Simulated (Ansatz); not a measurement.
**B13C2, pressure series**

The reference is B$_{13}$C$_{2}$ (space group R-3m, No. 166; a = 5.635 Å, c = 12.057 Å (hexagonal axes); a cell from a computed database, its experimental status unchecked).

Cell and atoms are relaxed at each pressure.

The values are results of PBEsol in Ansatz (plane waves to 420 eV, PAW, without spin-orbit coupling), not measurements.

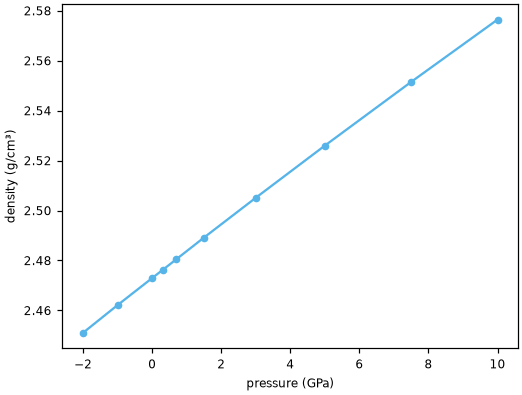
Figure: Density against pressure

**Question.** From the plot, what is the density for pressure 1.5 GPa?

**Answer.** About 2.49 g/cm³.

**Question.** Is the trend monotonic over the range shown?

**Answer.** Yes, it rises throughout, spanning 2.45 g/cm³ to 2.58 g/cm³.

Load acts through the strain it causes; cell and atoms are relaxed under it. Whether these cells are dynamically stable was not tested. No other phases were tried under pressure. The final runs are not spin-polarised. An odd electron count without spin: B13C2.

Ansatz is an electronic-structure program.
